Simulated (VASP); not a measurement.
Consider the following.

```xyz
2
Lattice="3.6425 0.0000 0.0000 0.0000 3.6425 0.0000 0.0000 0.0000 3.6425" Properties=species:S:1:pos:R:3 pbc="T T T"
Pr     0.0000     0.0000     0.0000
Zn     1.8213     1.8213     1.8213
```

The numbers are results of PBEsol GGA, VASP's PBE PAW potentials (set 64) (plane waves; VASP), not measurements. Numerical set-up: 400 eV cut-off, 11×11×11 Γ-centred mesh, tetrahedra with Blöchl corrections, potentials Pr_3 Zn.

The 4f electrons are frozen in the core of the lanthanide potential, so 4f levels, which can set the real gap, and their magnetism are missing.

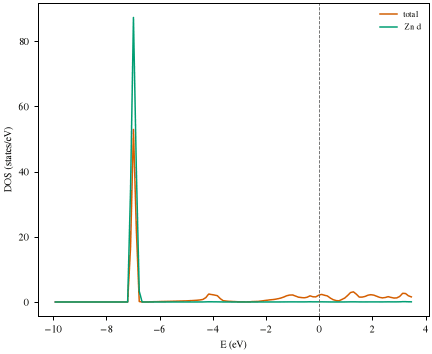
Total and projected density of states, zero at the Fermi level

Within 2 eV below the Fermi level the largest weight inside VASP's projection spheres is Pr d, then Zn p.

It has no gap at this level: it comes out as a metal or semimetal.

The structure comes from a measured PrZn entry (Pm-3m) of the Crystallography Open Database, whose conditions weren't checked. It was relaxed first. The electron count is odd and the run is not spin-polarised, which forces a metal.
